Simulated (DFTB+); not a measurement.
# Single-point calculation, with input and output: C₄H₈B

System: C₄H₈B, multiplicity 2.
Method: GFN2-xTB, R-SCC, dispersion built in (DFTB+ 25.1).

The geometry comes from this level: GFN2-xTB.

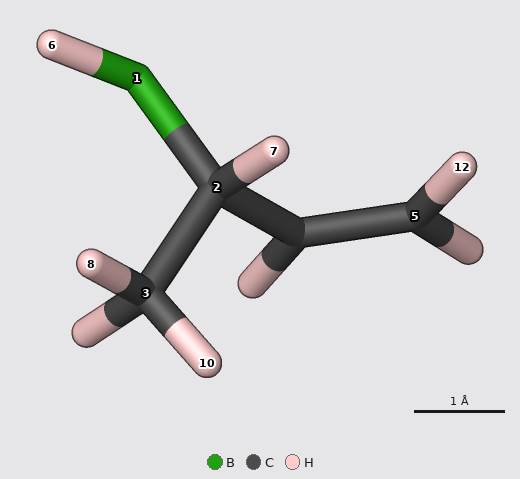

The structure (stick view, seen at a tilt; atoms are numbered from 1 in the order of the input). Bond lengths as drawn: B–C 1.56 Å, B–H 1.16 Å, C–C 1.32 to 1.54 Å and C–H 1.08 to 1.10 Å.

### Input file (dftb_in.hsd)
```
Geometry = GenFormat {
  <<< "start.gen"
}
Hamiltonian = xTB {
  Method = "GFN2-xTB"
  MaxSCCIterations = 100
  Mixer = Anderson {
    MixingParameter = 0.05
  }
  Filling = Fermi {
    Temperature [Kelvin] = 300
  }
  SpinPolarisation = Colinear {
    UnpairedElectrons = 1
  }
  SpinConstants {
    ShellResolvedSpin = No
    B = 0.0
    C = 0.0
    H = 0.0
  }
}
Options {
  WriteResultsTag = Yes
}
ParserOptions {
  ParserVersion = 14
}
```

### File start.gen
```
13 C
B C H
   1  1     -0.122180      1.252650      1.496910
   2  2     -0.123090      0.071050      0.478790
   3  2     -1.528670     -0.333110     -0.017100
   4  2      0.786980      0.254340     -0.703410
   5  2      1.942770     -0.359660     -0.874740
   6  3     -0.928950      1.464690      2.308610
   7  3      0.274010     -0.769610      1.071660
   8  3     -2.186150     -0.542870      0.823330
   9  3     -1.966890      0.471360     -0.603960
  10  3     -1.468730     -1.221680     -0.644100
  11  3      0.431640      0.957960     -1.445730
  12  3      2.323960     -1.067040     -0.155420
  13  3      2.565300     -0.178080     -1.734860
```

Run as:
```bash
dftb+ > run.log
```

### The program's output
```
|  DFTB+ development version (commit: a23bfb2)

Reading input file 'dftb_in.hsd'
Parser version: 14

--------------------------------------------------------------------------------

Processed input in HSD format written to 'dftb_pin.hsd'

Starting initialization...
--------------------------------------------------------------------------------
OpenMP threads:              1
Chosen random seed:          427293223
Current stacksize:           unlimited
Mode:                        Static calculation
Self consistent charges:     Yes
SCC-tolerance:                 0.100000E-04
Max. scc iterations:                    100
Shell resolved Hubbard:      Yes
Spin polarisation:           Yes
Nr. of up electrons:            14.000000
Nr. of down electrons:          13.000000
Periodic boundaries:         No
Electronic solver:           Relatively robust
Mixer:                       Anderson mixer
Mixing parameter:                  0.050000
Nr. of chrg. vectors to mix:              4
Max. SCC-cycles:                        100
tblite library version:      0.3.0
-> parametrization:          GFN2-xTB
-> repulsion:                Yes
-> dispersion:               Yes
-> halogen bonding:          No
-> electrostatics:           Yes
   -> isotropic:             Yes
   -> anisotropic:           Yes
   -> third-order:           Yes
Electronic temperature:              0.950045E-03 H      0.258520E-01 eV
Initial charges:             Set automatically (system chrg:   0.000E+00)
Included shells:             B:  s, p
                             C:  s, p
                             H:  s
Spin coupling constants:     B   1(s)-1(s):   0.000000E+00
                             B   1(s)-2(p):   0.000000E+00
                             B   2(p)-1(s):   0.000000E+00
                             B   2(p)-2(p):   0.000000E+00
                             C   1(s)-1(s):   0.000000E+00
                             C   1(s)-2(p):   0.000000E+00
                             C   2(p)-1(s):   0.000000E+00
                             C   2(p)-2(p):   0.000000E+00
                             H   1(s)-1(s):   0.000000E+00
Extra options:
                             Mulliken analysis

--------------------------------------------------------------------------------

***  Geometry step: 0

 iSCC Total electronic   Diff electronic      SCC error
    1   -0.13927417E+02    0.00000000E+00    0.95937496E+00
    2   -0.13299613E+02   -0.13927417E+02    0.79221832E+00
    3   -0.13529588E+02    0.62780426E+00    0.55316178E+00
    4   -0.13725367E+02   -0.22997534E+00    0.31912069E+00
    5   -0.13892732E+02   -0.19577876E+00    0.18467045E+00
    6   -0.13943039E+02   -0.16736445E+00    0.65515192E-01
    7   -0.13943119E+02   -0.50307472E-01    0.94419508E-01
    8   -0.13944239E+02   -0.80399437E-04    0.59550907E-01
    9   -0.13944931E+02   -0.11196149E-02    0.44811035E-01
   10   -0.13945954E+02   -0.69163531E-03    0.30060949E-01
   11   -0.13945988E+02   -0.10232162E-02    0.26704804E-01
   12   -0.13946096E+02   -0.34323074E-04    0.83184285E-02
   13   -0.13946118E+02   -0.10775883E-03    0.76445207E-02
   14   -0.13946176E+02   -0.21628276E-04    0.55195069E-02
   15   -0.13946176E+02   -0.58290695E-04    0.50932768E-02
   16   -0.13946173E+02   -0.44011178E-06    0.40211877E-02
   17   -0.13946168E+02    0.30983330E-05    0.23070719E-02
   18   -0.13946163E+02    0.52291827E-05    0.21251178E-02
   19   -0.13946156E+02    0.45708351E-05    0.20681663E-02
   20   -0.13946138E+02    0.74823598E-05    0.13133919E-02
   21   -0.13946134E+02    0.18038802E-04    0.11759061E-02
   22   -0.13946122E+02    0.39632022E-05    0.10641166E-02
   23   -0.13946121E+02    0.11630382E-04    0.97988528E-03
   24   -0.13946117E+02    0.12264071E-05    0.67795963E-03
   25   -0.13946114E+02    0.39395142E-05    0.53321502E-03
   26   -0.13946112E+02    0.27905999E-05    0.52864209E-03
   27   -0.13946111E+02    0.20503976E-05    0.49118114E-03
   28   -0.13946111E+02    0.11435260E-05    0.32945404E-03
   29   -0.13946111E+02    0.57392464E-06    0.27309942E-03
   30   -0.13946112E+02   -0.11670345E-06    0.11251130E-03
   31   -0.13946112E+02   -0.14288310E-05    0.11330919E-03
   32   -0.13946114E+02   -0.31791795E-06    0.10998649E-03
   33   -0.13946114E+02   -0.10100457E-05    0.12147666E-03
   34   -0.13946114E+02   -0.42361494E-06    0.12668901E-03
   35   -0.13946115E+02   -0.41052507E-06    0.11394829E-03
   36   -0.13946115E+02   -0.58923090E-06    0.97073272E-04
   37   -0.13946116E+02   -0.36864506E-06    0.78482393E-04
   38   -0.13946116E+02   -0.31642234E-06    0.46430110E-04
   39   -0.13946116E+02   -0.53619363E-06    0.43596274E-04
   40   -0.13946116E+02   -0.67249625E-07    0.28124983E-04
   41   -0.13946116E+02   -0.12702347E-06    0.24927307E-04
   42   -0.13946116E+02   -0.18456126E-07    0.19658292E-04
   43   -0.13946116E+02   -0.16326194E-07    0.15076501E-04
   44   -0.13946116E+02    0.31892506E-07    0.11341313E-04
   45   -0.13946116E+02    0.41850058E-07    0.12439334E-04
   46   -0.13946116E+02    0.72685291E-07    0.14305575E-04
   47   -0.13946116E+02    0.84758572E-07    0.14007723E-04
   48   -0.13946116E+02    0.31723628E-07    0.96295560E-05

Total Energy:                      -13.7252143815 H         -373.4821 eV
Extrapolated to 0K:                -13.7252143815 H         -373.4821 eV
Total Mermin free energy:          -13.7252143816 H         -373.4821 eV
Force related energy:              -13.7252143816 H         -373.4821 eV

--------------------------------------------------------------------------------
--------------------------------------------------------------------------------
SCC                                    +       0.03 ( 96.4%)       0.04 ( 97.4%)
--------------------------------------------------------------------------------
Missing                                +       0.00 (  3.6%)       0.00 (  2.6%)
Total                                  =       0.04 (100.0%)       0.04 (100.0%)
--------------------------------------------------------------------------------
```

### Summary

| quantity | value |
| --- | --- |
| outcome | converged |
| Mermin free energy | −13.725214 hartree |
| basis functions | 28 |
| dipole moment | 0.64 D |
| hardware | 1 thread of Intel Xeon (Granite Rapids), 32 GiB of memory available, shared host |
| peak memory | 0.071 GiB |

### Remarks

Settings chosen away from the usual ones: mixer_damping. Further notes kept with the run: no spin polarisation.
